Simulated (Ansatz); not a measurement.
H4HfO4

The calculation's input:

```
basis:
  gaussian: {orbitals: def2-TZVPD}
crystal:
  periodic: [false, false, false]
  atoms:
    - {symbol: Hf, position_ang: [-0.093859, -0.032776, 0.091328]}
    - {symbol: O, position_ang: [-0.731088, 0.835422, -1.511745]}
    - {symbol: O, position_ang: [1.823430, -0.241783, -0.008573]}
    - {symbol: O, position_ang: [-0.922863, -1.769217, 0.256255]}
    - {symbol: O, position_ang: [-0.544908, 1.044505, 1.629405]}
    - {symbol: H, position_ang: [-1.045629, 1.265134, -2.301783]}
    - {symbol: H, position_ang: [2.769255, -0.344623, -0.059451]}
    - {symbol: H, position_ang: [-1.330412, -2.626517, 0.338040]}
    - {symbol: H, position_ang: [-0.768618, 1.574972, 2.388554]}
hamiltonian: {xc: pbe0}
output: {forces: true, orbitals: {seedname: orbitals}}
```

Command:

```sh
ansatz run input.yaml --threads 2 --pin off --max-ram 5220MiB --events-out events.jsonl --progress --plain --runs-dir runs
```

Geometry: PBE0-D4/def2-SVP; core potentials replace the inner electrons of Hf.

Level of theory: isolated molecule in a Gaussian basis; Kohn-Sham density functional theory, functional PBE0 in Ansatz 0.2.0.

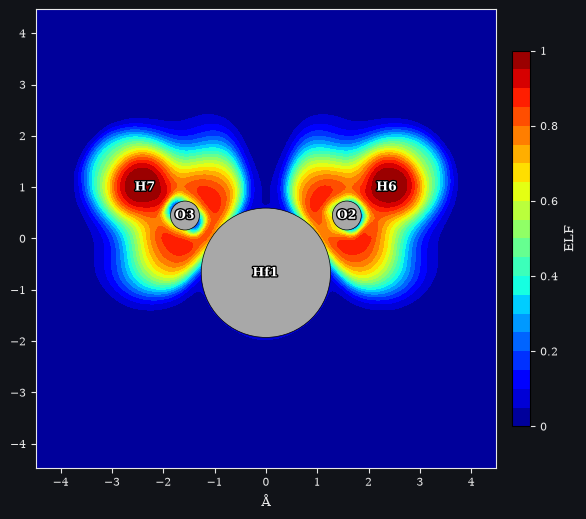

Figure 1. ELF on the plane of atoms O2, Hf1 and O3. Grey discs cover the atomic cores.

### Read the bonding off the picture.

- The section cuts through Hf, O and H sites.
- Hf–O (1.93 Å): the ELF peaks at about 0.80 in the valence shell of O, 0.6 Å from its nucleus, and drops to about 0.20 between the two atoms.
- O–H (0.95 Å): the ELF climbs to about 1 towards the hydrogen, as it does in any bond to H: an ordinary covalent bond to hydrogen.

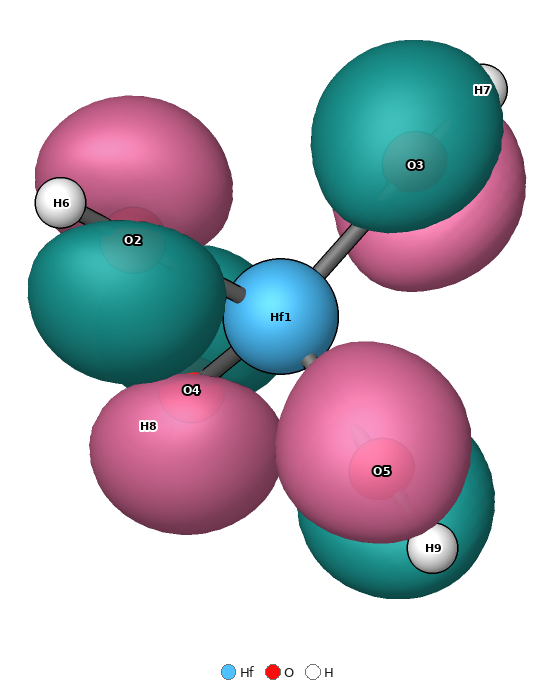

Figure 2. The HOMO at ±0.08 Å⁻³ᐟ² (teal and pink are the two phases), seen at an oblique angle.

### What is the character of this orbital?

Its weight (Hirshfeld) is mainly on O2 (about 20 %), O3 (about 20 %), O4 (about 20 %) and O5 (about 20 %); largely a combination of lone pairs on O2, O3, O4 and O5. It is one of a degenerate set, so its orientation is arbitrary. Its energy is −8.56 eV.
